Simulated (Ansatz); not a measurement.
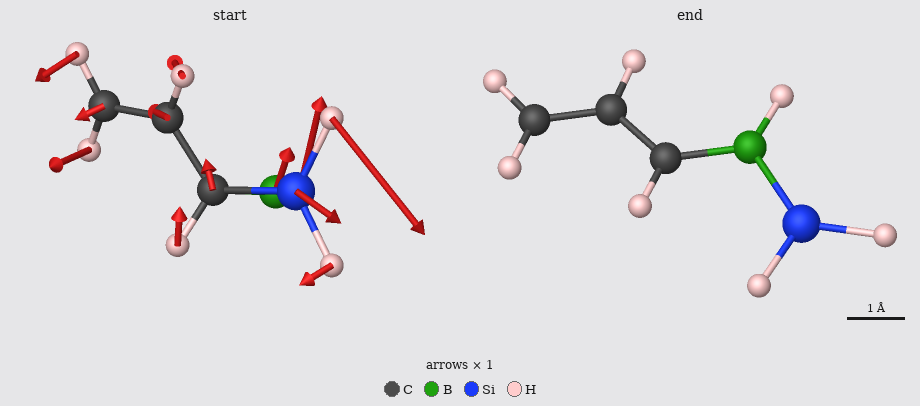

The structure of C3H7BSi (coarse preliminary run) before (left) and after (right) a relaxation, at one scale. The red arrows give the displacements, at their true length.

The picture is a ball-and-stick view, seen from a free direction.

The start comes from a force field.

Theory: RKS PBE-D4/def2-SVP (Ansatz).

Input file:
```yaml
crystal:
  periodic: [false, false, false]
  atoms:
    - {symbol: C, position_ang: [0.937100, -1.994500, 0.049000]}
    - {symbol: C, position_ang: [0.102300, -0.964800, 0.478000]}
    - {symbol: C, position_ang: [0.342300, 0.464600, 0.074500]}
    - {symbol: B, position_ang: [-0.274600, 0.897500, -1.253800]}
    - {symbol: Si, position_ang: [-0.897200, 1.601300, 0.564900]}
    - {symbol: H, position_ang: [0.684900, -2.959500, 0.325600]}
    - {symbol: H, position_ang: [1.759700, -1.741300, -0.610100]}
    - {symbol: H, position_ang: [-0.691100, -1.190900, 1.122900]}
    - {symbol: H, position_ang: [1.422000, 0.843400, 0.244000]}
    - {symbol: H, position_ang: [-0.466400, 0.833700, -2.400200]}
    - {symbol: H, position_ang: [-2.266400, 1.100300, 0.853700]}
    - {symbol: H, position_ang: [-0.575600, 3.054800, 0.585400]}
basis:
  gaussian: {orbitals: def2-SVP}
hamiltonian: {xc: pbe, dispersion: d4}
relax: {f_tol: 0.03, max_steps: 200}
```

Run as
```bash
ansatz run in.yaml --threads 4 --pin off --events-out ev --progress --plain --max-ram 10444MiB
```

Describe what moved and what it gained.

The energy falls by 1.626 eV in 33 accepted moves (34 points after the start). Largest force component: 4.1 eV/Å at the start, 0.014 eV/Å at the end. The line search rejected the trial step at point 32 of the run. The atom that moves furthest after the best rigid fit is H11 (2.66 Å). Largest moves by element: H 2.66 Å, B 1.20 Å, Si 1.00 Å, C 0.91 Å. Near-neighbour distances that change, for instance: C2–Si5 2.755 → 4.224 Å, C3–Si5 1.752 → 2.823 Å, B4–Si5 2.047 → 1.912 Å, C1–H6 1.035 → 1.101 Å. Bonds break: C3–Si5 (1.75 → 2.82 Å). Among the angles between lasting bonds that change: C3–B4–Si5 56.5° → 111.2°, C3–B4–H10 155.2° → 124.8°, Si5–B4–H10 147.5° → 124.0°.
